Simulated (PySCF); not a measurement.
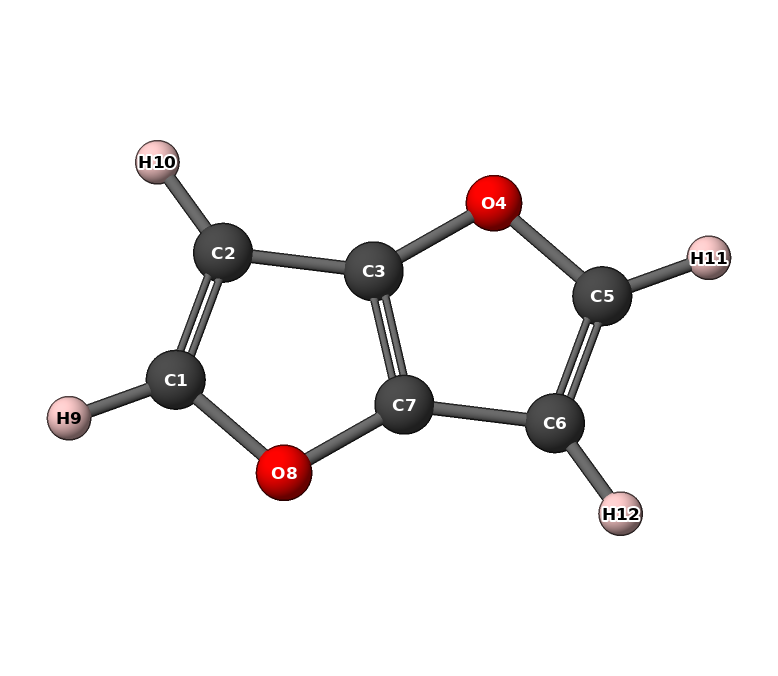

The questions are on isotropic NMR shieldings of the C atoms. The geometry was computed by an optimisation with PBE0-D3(BJ)/def2-SVP. No frequency run is at hand to confirm it as a minimum. Method: GIAO PBE/pcSseg-2 NMR shielding, non-relativistic, gas phase (PySCF 2.14.0).

List the isotropic NMR shieldings of the C atoms.

```csv
atom,σ (ppm)
C1,29.2
C2,76.5
C3,24.6
C5,29.2
C6,76.5
C7,24.6
```
